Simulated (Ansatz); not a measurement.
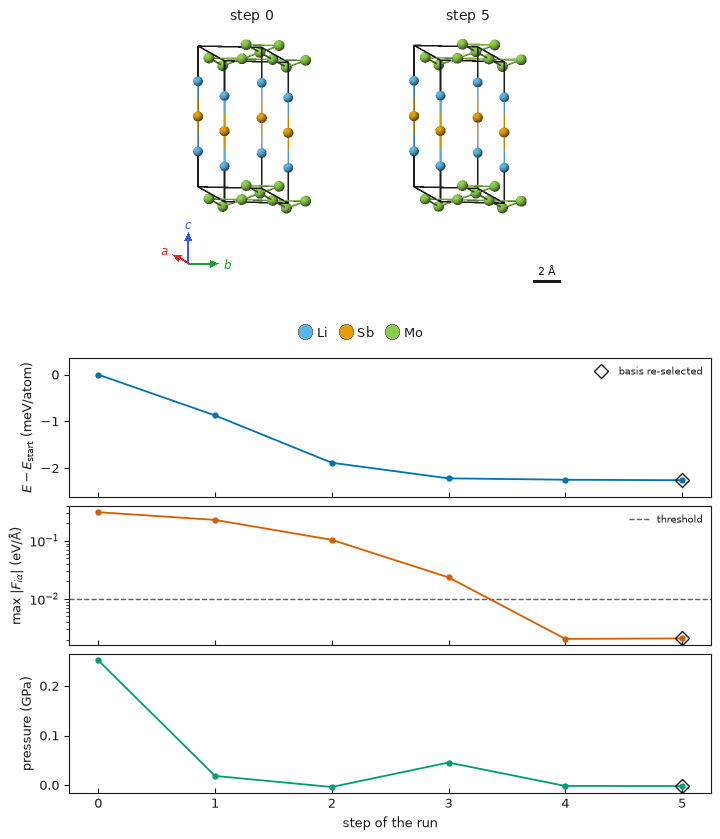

First and last geometry of a relaxation of crystalline Li₂SbMo₃ (a generated structure, set up in P-6m2), with the history of the run. Style: ball-and-stick. Shown: the cell of the calculation, from a free direction.

All numbers below come from Ansatz 0.2.0, DFT PBE, scalar-relativistic, plane waves, PAW.

Input file:
```yaml
crystal:
  lattice:
    - [4.8088886176, 0.0, 0.0]
    - [-2.4044443088, 4.1646197068, 0.0]
    - [0.0, 0.0, 10.935820568]
  atoms:
    - { symbol: Li, position: [0.0, 0.0, 0.2504406924] }
    - { symbol: Li, position: [0.0, 0.0, 0.7495593076] }
    - { symbol: Sb, position: [0.0, 0.0, 0.5] }
    - { symbol: Mo, position: [0.1722279444, 0.8277720556, 0.0] }
    - { symbol: Mo, position: [0.1722279444, 0.3444558888, 0.0] }
    - { symbol: Mo, position: [0.6555441112, 0.8277720556, 0.0] }
basis:
  ecutwfc: 420
kpoints:
  mp_grid: { grid: [12, 12, 4] }
hamiltonian:
  xc: pbe
scf:
  occupations: { method: gaussian, width: 0.1 }
output:
  forces: true
  stress: true
  eigenvalues: true
relax:
  adjacent_minimum: "off"
  f_tol: 0.01
  max_steps: 80
  cell: { stress_tol: 0.05 }
```

Run as
```bash
ansatz run input.yaml --threads 1 --pin off --max-ram 2560MiB --backend cpu --events-out ev --progress --plain --runs-dir out
```

> Read the history and describe the run.

It converged. The largest moves relative to the cell, 0.029 Å, are those of Mo4, Mo5 and Mo6. Mo4 goes along [−1 1 0]. Largest moves by element: Mo 0.029 Å, Li 0.008 Å. Sb stays in place. The drawn cell changes as follows: a = b 4.809 → 4.808 Å (0.0 %), c 10.936 → 10.983 Å (+0.4 %); the volume changes by +0.4 %. Among the contacts that change: Mo4–Mo5 2.485 → 2.434 Å, Mo4–Mo5 (another image) 2.324 → 2.373 Å. The space group stays P-6m2 (No. 187). The energy falls by 2.3 meV per atom in 4 accepted moves (5 points after the start). Largest force component: 0.31 eV/Å at the start, 0.0021 eV/Å at the end. Pressure: 0.25 GPa at the start and 0.00 GPa at the end. At 1 point the geometry stayed and the basis and grid were re-selected for the new cell (energy shift of less than 0.05 meV per atom at most each time). Cost: 2.4 min on 1 thread of Intel(R) Xeon(R) Platinum 8488C (Sapphire Rapids), on a shared host, peak memory 0.73 GiB.
